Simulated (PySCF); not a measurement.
# C₅H₇F: geometry, spin-spin couplings

Aim: predict the spin-spin couplings of C₅H₇F (`C=C=C[C@@H](C)F`).

Programs: PySCF 2.14.0, with density-fitted response routines of our own. Each step states its level of theory. These are calculated values for one molecule in the gas phase, unless marked as measured. Atoms count from 0, in the outputs and in this text.

## 1. The molecule as given

13 atoms, charge 0, multiplicity 1; geometry from: GFN2-xTB. The atoms were then displaced at random by about 0.01 Å, so the start is not that level's minimum.

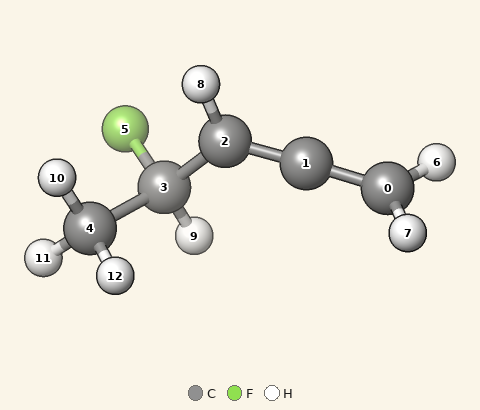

The starting geometry (carbon grey, fluorine green, hydrogen white), atoms numbered.

## 2. Optimising the geometry at PBE0-D3(BJ)/def2-SVP

What the job is given:

```
{"job": {"xc": "PBE0", "basis": "def2-SVP", "d3": "d3bj", "grid": 1, "shake": 0.01, "kind": "geom"}, "charge": 0, "multiplicity": 1}
C      2.734050    -0.321140    -0.094560
C      1.516560     0.066900     0.241650
C      0.295940     0.417160     0.560510
C     -0.782120     0.520560    -0.420280
C     -1.920850    -0.492390    -0.119000
F     -1.359860     1.801350    -0.354480
H      3.472460     0.419160    -0.392550
H      3.029330    -1.325690    -0.098010
H      0.059520     0.673210     1.609790
H     -0.450390     0.399450    -1.433850
H     -2.297270    -0.332730     0.911130
H     -2.736210    -0.357360    -0.799880
H     -1.555340    -1.485370    -0.204530
```

Started as:

```
$ OMP_NUM_THREADS=1 python probes_run.py task.json out
```

The driver reads the jobs from task.json and runs them one after another.

The program printed:

```text
step   0  E = -293.97099135  max force = 0.052122
step   1  E = -293.97624473  max force = 0.011643
step   2  E = -293.97709906  max force = 0.008004
step   3  E = -293.97736575  max force = 0.004774
step   4  E = -293.97752716  max force = 0.001356
step   5  E = -293.97754750  max force = 0.000472
step   6  E = -293.97755122  max force = 0.000295
optimisation converged
```

Run time: 30 s. Hardware: 1 thread of Arm Neoverse V2, shared host; peak memory 0.51 GiB.

The steps of the relaxation:

```
step  energy from step 0 (eV)  largest force component (eV/Å)
   0                   0.0000                          2.6802
   1                  -0.1430                          0.5987
   2                  -0.1662                          0.4116
   3                  -0.1735                          0.2455
   4                  -0.1778                          0.0697
   5                  -0.1784                          0.0243
   6                  -0.1785                          0.0152
```

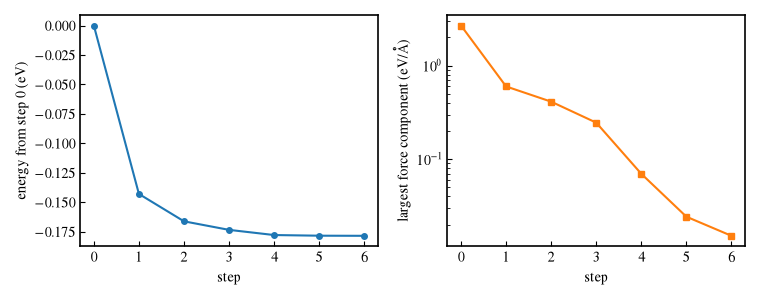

Energy and largest force along the relaxation.

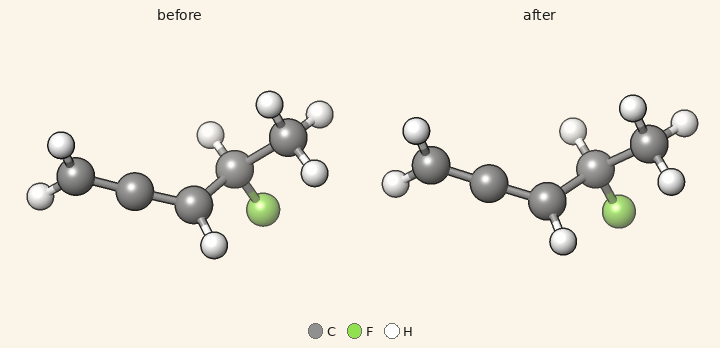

Before and after, at one scale.

Distances of close pairs at the start and the end, largest changes first:

| bond | before (Å) | after (Å) | change (Å) |
| --- | --- | --- | --- |
| C0–H7 | 1.047 | 1.095 | +0.048 |
| C2–C3 | 1.461 | 1.502 | +0.041 |
| C3–C4 | 1.554 | 1.513 | -0.041 |
| C4–H12 | 1.062 | 1.100 | +0.038 |
| C3–H9 | 1.073 | 1.103 | +0.030 |
| C4–H11 | 1.071 | 1.100 | +0.029 |
| C3–F5 | 1.407 | 1.385 | -0.022 |
| C0–C1 | 1.321 | 1.307 | -0.014 |

The final coordinates are the input of the step that follows.

| at the end point | value |
| --- | --- |
| point group (found at 0.08 Å tolerance) | C1 |
| rotational constants (GHz, main isotopes) | 7.814, 1.876, 1.645 |
| dipole moment (D) | 1.82 |

## 3. Indirect couplings: B3LYP/cc-pVTZ

What the job is given:

```
{"job": {"kind": "j", "xc": "B3LYP", "basis": "cc-pVTZ"}, "charge": 0, "multiplicity": 1}
C      2.731052    -0.337187    -0.358968
C      1.559466     0.026659     0.092146
C      0.379065     0.382932     0.532593
C     -0.838042     0.514076    -0.338114
C     -1.957351    -0.413965     0.078555
F     -1.301640     1.816224    -0.254981
H      3.461773     0.403077    -0.701762
H      3.019545    -1.392900    -0.404190
H      0.239986     0.595840     1.600821
H     -0.555081     0.330067    -1.388592
H     -2.235956    -0.228801     1.127039
H     -2.843297    -0.243744    -0.550661
H     -1.647091    -1.464113    -0.020980
```

Method: B3LYP/cc-pVTZ indirect spin-spin coupling, non-relativistic, gas phase.

The program printed:

```text
coarse grid: 10856 points
cycle   1  E = -294.5745431511  dE =  5.672e-01  |g| = 5.977e-01  |ddm| = 7.640e+00
cycle   2  E = -294.5294695195  dE =  4.507e-02  |g| = 8.389e-01  |ddm| = 2.405e+00
cycle   3  E = -294.6412847006  dE = -1.118e-01  |g| = 1.075e-01  |ddm| = 1.431e+00
cycle   4  E = -294.6433395159  dE = -2.055e-03  |g| = 3.350e-02  |ddm| = 2.144e-01
cycle   5  E = -294.6435583549  dE = -2.188e-04  |g| = 1.132e-02  |ddm| = 6.330e-02
cycle   6  E = -294.6435873148  dE = -2.896e-05  |g| = 4.020e-03  |ddm| = 2.250e-02
cycle   7  E = -294.6435913848  dE = -4.070e-06  |g| = 7.696e-04  |ddm| = 6.613e-03
final grid: 105248 points
cycle   8  E = -294.6409398222  dE = -6.823e-05  |g| = 7.652e-03  |ddm| = 1.341e-01
cycle   9  E = -294.6409291095  dE =  1.071e-05  |g| = 1.116e-02  |ddm| = 2.795e-02
cycle  10  E = -294.6409504730  dE = -2.136e-05  |g| = 1.079e-03  |ddm| = 1.653e-02
cycle  11  E = -294.6409506578  dE = -1.848e-07  |g| = 2.662e-04  |ddm| = 2.219e-03
cycle  12  E = -294.6409506720  dE = -1.421e-08  |g| = 6.471e-05  |ddm| = 4.949e-04
cycle  13  E = -294.6409506727  dE = -7.520e-10  |g| = 3.205e-05  |ddm| = 1.423e-04
cycle  14  E = -294.6409506730  dE = -2.551e-10  |g| = 8.389e-06  |ddm| = 5.318e-05
converged SCF energy = -294.6409506730

Indirect spin-spin couplings (Hz)
  i      j    bonds     total        FC       PSO       DSO        SD
  0 C    1 C    1    125.573   132.762    -7.315     0.127         -
  0 C    2 C    2      6.740     7.356    -0.475    -0.140         -
  0 C    3 C    3      2.444     2.361     0.123    -0.040         -
  0 C    4 C    4     -0.625    -0.624     0.048    -0.048         -
  0 C    5 F    4     -2.824    -3.098     0.722    -0.217    -0.231
  0 C    6 H    1    163.715   162.170     1.028     0.517         -
  0 C    7 H    1    162.937   161.372     1.047     0.518         -
  0 C    8 H    3      4.227     4.265     0.390    -0.428         -
  0 C    9 H    4     -0.252    -0.251     0.026    -0.027         -
  0 C   11 H    5     -0.346    -0.316     0.204    -0.234         -
  0 C   12 H    5     -0.158    -0.131     0.054    -0.081         -
  1 C    2 C    1    136.252   143.393    -7.330     0.189         -
  1 C    3 C    2      3.857     3.916    -0.070     0.012         -
  1 C    4 C    3      2.641     2.544     0.141    -0.043         -
  1 C    5 F    3      5.871     6.122     1.112    -0.217    -1.146
  1 C    6 H    2     -1.100     0.463    -1.055    -0.508         -
  1 C    7 H    2     -1.856    -0.300    -1.047    -0.509         -
  1 C    8 H    2      0.525     1.982    -1.068    -0.390         -
  1 C    9 H    3      3.281     3.437    -0.339     0.184         -
  1 C   11 H    4      0.594     0.637     0.263    -0.307         -
  2 C    3 C    1     45.459    46.421    -1.245     0.283         -
  2 C    4 C    2      1.075     1.227    -0.172     0.020         -
  2 C    5 F    2     21.006    23.305    -2.651     0.028     0.325
  2 C    6 H    3      4.689     4.719     0.363    -0.393         -
  2 C    7 H    3      4.965     4.991     0.364    -0.390         -
  2 C    8 H    1    156.138   154.444     0.768     0.926         -
  2 C    9 H    2     -0.405    -0.157    -0.205    -0.043         -
  2 C   10 H    3      4.176     4.172    -0.096     0.101         -
  2 C   11 H    3      8.978     9.076     0.319    -0.417         -
  2 C   12 H    3      0.165     0.139    -0.042     0.068         -
  3 C    4 C    1     32.121    32.828    -0.943     0.237         -
  3 C    5 F    1   -228.822  -273.204    23.407     0.847    20.128
  3 C    6 H    4     -3.243    -3.229     0.140    -0.154         -
  3 C    7 H    4     -3.441    -3.430     0.129    -0.141         -
  3 C    8 H    2     -3.474    -3.311    -0.068    -0.095         -
  3 C    9 H    1    142.413   141.489    -0.287     1.211         -
  3 C   10 H    2     -6.079    -5.982    -0.058    -0.039         -
  3 C   11 H    2     -5.223    -5.092    -0.084    -0.047         -
  3 C   12 H    2      2.705     2.687     0.039    -0.021         -
  4 C    5 F    2     22.982    24.812    -2.166    -0.079     0.415
  4 C    6 H    5      1.760     1.794     0.185    -0.220         -
  4 C    7 H    5      2.222     2.234     0.101    -0.113         -
  4 C    8 H    3      2.881     2.895     0.016    -0.031         -
  4 C    9 H    2     -0.245    -0.075    -0.019    -0.151         -
  4 C   10 H    1    119.366   117.395     1.287     0.684         -
  4 C   11 H    1    120.528   118.574     1.295     0.659         -
  4 C   12 H    1    117.518   115.514     1.356     0.649         -
  5 F    6 H    5     11.505    11.644     0.610    -0.528    -0.222
  5 F    7 H    5      9.700     9.940     0.796    -0.933    -0.104
  5 F    8 H    3      4.170     3.355     1.038    -0.283     0.059
  5 F    9 H    2     42.222    38.633     8.055    -0.974    -3.492
  5 F   10 H    3      5.973     5.686     0.966    -0.271    -0.408
  5 F   11 H    3      4.175     3.853     0.999    -0.165    -0.512
  5 F   12 H    3     40.403    42.420     0.221    -2.083    -0.155
  6 H    7 H    2    -10.638   -10.458     3.413    -3.593         -
  6 H    8 H    4     -7.234    -7.030     1.118    -1.322         -
  6 H    9 H    5      0.304     0.353     0.224    -0.272         -
  6 H   10 H    6     -0.269    -0.130     0.749    -0.888         -
  6 H   11 H    6      0.893     1.024     0.735    -0.866         -
  6 H   12 H    6      0.214     0.340     0.600    -0.725         -
  7 H    8 H    4     -7.135    -6.932     1.118    -1.321         -
  7 H    9 H    5      0.420     0.470     0.249    -0.299         -
  7 H   10 H    6     -0.226    -0.133     0.526    -0.619         -
  7 H   11 H    6      1.160     1.265     0.604    -0.708         -
  7 H   12 H    6      0.317     0.315    -0.082     0.083         -
  8 H    9 H    3      8.459     8.980     2.258    -2.780         -
  8 H   11 H    4     -0.290    -0.064     1.359    -1.584         -
  9 H   10 H    3     11.797    12.310     2.306    -2.818         -
  9 H   11 H    3      4.244     4.260     0.324    -0.340         -
  9 H   12 H    3      1.812     1.799     0.303    -0.290         -
 10 H   11 H    2    -10.562   -10.531     2.365    -2.396         -
 10 H   12 H    2    -11.667   -11.631     2.405    -2.441         -
 11 H   12 H    2    -11.908   -11.846     2.477    -2.539         -
```

Run time: 42 s. Hardware: 1 thread of Arm Neoverse V2, shared host; peak memory 1 GiB.

This basis has no tight s functions, so the Fermi-contact terms are rough.

A choice of the couplings up to four bonds, sorted by the number of bonds, with means over like pairs; isotopes 13C, 19F, 1H:

```csv
pair,bonds,J (Hz),Fermi contact (Hz),dihedral (°)
C3–F5,1,-228.8,-273.2,–
C0–H6,1,163.3,161.8,–
C2–H8,1,156.1,154.4,–
C3–H9,1,142.4,141.5,–
C1–C2,1,136.3,143.4,–
C0–C1,1,125.6,132.8,–
C4–H10,1,119.1,117.2,–
C2–C3,1,45.5,46.4,–
C3–C4,1,32.1,32.8,–
F5–H9,2,42.2,38.6,–
C4–F5,2,23.0,24.8,–
C2–F5,2,21.0,23.3,–
H10–H11,2,-11.4,-11.3,–
H6–H7,2,-10.6,-10.5,–
C0–C2,2,6.7,7.4,–
C1–C3,2,3.9,3.9,–
C3–H8,2,-3.5,-3.3,–
C3–H10,2,-2.9,-2.8,–
F5–H10,3,16.9,17.3,–
H8–H9,3,8.5,9.0,177
H9–H10,3,6.0,6.1,–
C1–F5,3,5.9,6.1,-121
C2–H6,3,4.8,4.9,–
C2–H10,3,4.4,4.5,–
C0–H8,3,4.2,4.3,–
F5–H8,3,4.2,3.4,60
C1–H9,3,3.3,3.4,-4
H6–H8,4,-7.2,-7.0,–
C3–H6,4,-3.3,-3.3,–
C0–F5,4,-2.8,-3.1,–
```

The spin-dipole term was solved for some atoms only; pairs without it lack that part.

## 4. Spin-spin couplings: B3LYP/6-31G*

The job, as its differences from that of step 3:

```diff
@@ -1,2 +1,2 @@
-{"job": {"kind": "j", "xc": "B3LYP", "basis": "cc-pVTZ"}, "charge": 0, "multiplicity": 1}
+{"job": {"kind": "j", "xc": "B3LYP", "basis": "6-31G*"}, "charge": 0, "multiplicity": 1}
 C      2.731052    -0.337187    -0.358968
```

Method: B3LYP/6-31G* indirect spin-spin coupling, non-relativistic, gas phase.

The program printed:

```text
coarse grid: 10856 points
cycle   1  E = -294.4784671869  dE =  5.888e-01  |g| = 5.986e-01  |ddm| = 3.520e+00
cycle   2  E = -294.4406035676  dE =  3.786e-02  |g| = 7.967e-01  |ddm| = 1.185e+00
cycle   3  E = -294.5496315589  dE = -1.090e-01  |g| = 9.759e-02  |ddm| = 7.017e-01
cycle   4  E = -294.5516838375  dE = -2.052e-03  |g| = 2.423e-02  |ddm| = 1.220e-01
cycle   5  E = -294.5517880030  dE = -1.042e-04  |g| = 1.309e-02  |ddm| = 3.269e-02
cycle   6  E = -294.5518338060  dE = -4.580e-05  |g| = 2.687e-03  |ddm| = 1.441e-02
cycle   7  E = -294.5518356110  dE = -1.805e-06  |g| = 7.026e-04  |ddm| = 2.871e-03
final grid: 105248 points
cycle   8  E = -294.5157647912  dE = -1.434e-05  |g| = 6.891e-03  |ddm| = 2.730e-02
cycle   9  E = -294.5157567593  dE =  8.032e-06  |g| = 9.703e-03  |ddm| = 1.386e-02
cycle  10  E = -294.5157752712  dE = -1.851e-05  |g| = 8.890e-04  |ddm| = 7.904e-03
cycle  11  E = -294.5157754331  dE = -1.618e-07  |g| = 1.244e-04  |ddm| = 8.667e-04
cycle  12  E = -294.5157754347  dE = -1.669e-09  |g| = 8.358e-05  |ddm| = 1.775e-04
cycle  13  E = -294.5157754365  dE = -1.820e-09  |g| = 2.034e-05  |ddm| = 9.848e-05
cycle  14  E = -294.5157754367  dE = -1.093e-10  |g| = 5.778e-06  |ddm| = 2.535e-05
converged SCF energy = -294.5157754367

Indirect spin-spin couplings (Hz)
  i      j    bonds     total        FC       PSO       DSO        SD
  0 C    1 C    1    111.965   118.652    -6.822     0.134         -
  0 C    2 C    2      3.623     4.268    -0.505    -0.140         -
  0 C    3 C    3      6.097     6.037     0.100    -0.040         -
  0 C    4 C    4     -0.670    -0.661     0.039    -0.048         -
  0 C    5 F    4     -3.135    -3.358     0.610    -0.213    -0.174
  0 C    6 H    1    180.342   179.163     0.579     0.600         -
  0 C    7 H    1    179.435   178.240     0.593     0.601         -
  0 C    8 H    3     10.969    11.124     0.269    -0.425         -
  0 C    9 H    4     -0.424    -0.428     0.032    -0.028         -
  0 C   11 H    5     -0.362    -0.277     0.148    -0.232         -
  0 C   12 H    5     -0.189    -0.143     0.035    -0.082         -
  1 C    2 C    1    115.414   122.076    -6.858     0.196         -
  1 C    3 C    2     -0.767    -0.726    -0.053     0.012         -
  1 C    4 C    3      3.738     3.662     0.119    -0.043         -
  1 C    5 F    3     13.204    13.555     0.851    -0.208    -0.993
  1 C    6 H    2     -7.280    -5.681    -1.110    -0.489         -
  1 C    7 H    2     -7.892    -6.293    -1.109    -0.490         -
  1 C    8 H    2     -6.081    -4.639    -1.069    -0.373         -
  1 C    9 H    3      3.129     3.236    -0.295     0.188         -
  1 C   10 H    4     -0.155    -0.092     0.159    -0.222         -
  1 C   11 H    4      1.270     1.382     0.192    -0.304         -
  2 C    3 C    1     65.039    65.811    -1.057     0.285         -
  2 C    4 C    2     -1.199    -1.119    -0.100     0.020         -
  2 C    5 F    2     17.031    18.802    -2.135     0.049     0.315
  2 C    6 H    3     11.783    11.945     0.227    -0.389         -
  2 C    7 H    3     12.003    12.161     0.229    -0.386         -
  2 C    8 H    1    174.138   172.749     0.382     1.006         -
  2 C    9 H    2      0.802     0.978    -0.145    -0.031         -
  2 C   10 H    3      4.254     4.234    -0.086     0.106         -
  2 C   11 H    3      7.473     7.643     0.242    -0.412         -
  2 C   12 H    3      0.114     0.064    -0.021     0.071         -
  3 C    4 C    1     54.637    55.175    -0.775     0.237         -
  3 C    5 F    1   -204.305  -244.523    22.767     0.944    16.508
  3 C    6 H    4     -3.682    -3.616     0.086    -0.151         -
  3 C    7 H    4     -3.930    -3.872     0.081    -0.139         -
  3 C    8 H    2     -2.978    -2.851    -0.046    -0.082         -
  3 C    9 H    1    165.442   164.615    -0.446     1.273         -
  3 C   10 H    2     -4.840    -4.737    -0.075    -0.027         -
  3 C   11 H    2     -4.416    -4.302    -0.077    -0.037         -
  3 C   12 H    2      2.144     2.118     0.038    -0.012         -
  4 C    5 F    2     25.737    26.665    -1.306    -0.061     0.439
  4 C    6 H    5      1.611     1.693     0.136    -0.218         -
  4 C    7 H    5      2.044     2.086     0.070    -0.111         -
  4 C    8 H    3      2.640     2.622     0.045    -0.026         -
  4 C    9 H    2      0.406     0.522     0.024    -0.140         -
  4 C   10 H    1    143.889   142.283     0.858     0.748         -
  4 C   11 H    1    144.528   142.917     0.886     0.725         -
  4 C   12 H    1    140.662   139.014     0.934     0.715         -
  5 F    6 H    5     11.168    11.401     0.458    -0.511    -0.180
  5 F    7 H    5      9.053     9.503     0.558    -0.912    -0.097
  5 F    8 H    3      5.220     4.371     1.000    -0.227     0.076
  5 F    9 H    2     47.642    44.530     6.958    -0.813    -3.034
  5 F   10 H    3      6.242     5.904     0.897    -0.214    -0.344
  5 F   11 H    3      4.799     4.433     0.870    -0.110    -0.394
  5 F   12 H    3     37.638    39.872    -0.159    -2.019    -0.055
  6 H    7 H    2    -13.341   -12.132     2.245    -3.454         -
  6 H    8 H    4     -9.003    -8.373     0.670    -1.300         -
  6 H    9 H    5      0.173     0.356     0.080    -0.264         -
  6 H   10 H    6     -0.495    -0.120     0.504    -0.879         -
  6 H   11 H    6      0.640     0.996     0.500    -0.856         -
  7 H    8 H    4     -8.920    -8.290     0.668    -1.298         -
  7 H    9 H    5      0.272     0.464     0.097    -0.289         -
  7 H   10 H    6     -0.403    -0.125     0.332    -0.611         -
  7 H   11 H    6      0.940     1.240     0.399    -0.699         -
  7 H   12 H    6      0.283     0.295    -0.097     0.085         -
  8 H    9 H    3      8.694     9.798     1.624    -2.728         -
  8 H   10 H    4      0.214    -0.203    -0.763     1.181         -
  8 H   11 H    4     -0.600    -0.005     0.965    -1.560         -
  8 H   12 H    4     -0.257     0.023     0.312    -0.591         -
  9 H   10 H    3     11.519    12.696     1.591    -2.768         -
  9 H   11 H    3      3.810     4.084     0.022    -0.296         -
  9 H   12 H    3      1.352     1.584     0.012    -0.244         -
 10 H   11 H    2    -14.801   -13.793     1.265    -2.273         -
 10 H   12 H    2    -15.729   -14.701     1.286    -2.315         -
 11 H   12 H    2    -15.714   -14.651     1.348    -2.411         -
```

It took 8.9 s on 1 thread of Arm Neoverse V2, shared host; peak memory 0.56 GiB.

The basis is not made for couplings: without tight functions at the nuclei these values are rough.

This run: J(C3,F5) -204.3 Hz, J(C0,H6) 179.9 Hz, J(C2,H8) 174.1 Hz (means over like pairs).

## 5. Comparing the runs: spin-spin couplings

Couplings (Hz), each a mean over the pairs like the one named, with basis size and wall time:

```
          run   C3–F5  C0–H6  C2–H8  C3–H9  C1–C2  C0–C1  C4–H10  functions   time
B3LYP/cc-pVTZ  -228.8  163.3  156.1  142.4  136.3  125.6   119.1        278   42 s
 B3LYP/6-31G*  -204.3  179.9  174.1  165.4  115.4  112.0   143.0         98  8.9 s
```

## 6. Summary of results

| quantity | value |
| --- | --- |
| point group | C1 |
| rotational constants (main isotopes) | 7.81, 1.88, 1.64 GHz |
| largest coupling of the table (B3LYP/cc-pVTZ) | ¹J(C,F) C3–F5, -228.8 Hz |
| range of J(C3,F5), mean over like pairs | -228.8 to -204.3 Hz |

In words: The optimisation took 6 steps and gained 0.179 eV; among the close pairs (by a distance rule), C0–H7 changed most, from 1.047 to 1.095 Å. No frequency check was run at this level, so the end point may be a saddle. Of the pairs tabulated at B3LYP/cc-pVTZ, C3–F5 couples most strongly (-228.8 Hz; Fermi contact -273.2 Hz). Couplings across rotatable bonds belong to this one conformer; where others are populated, the observed values are averages. The coupling C3–F5, as a mean over pairs of its kind, runs from -228.8 Hz (B3LYP/cc-pVTZ) to -204.3 Hz (B3LYP/6-31G*). Couplings from bases without tight functions are rough.
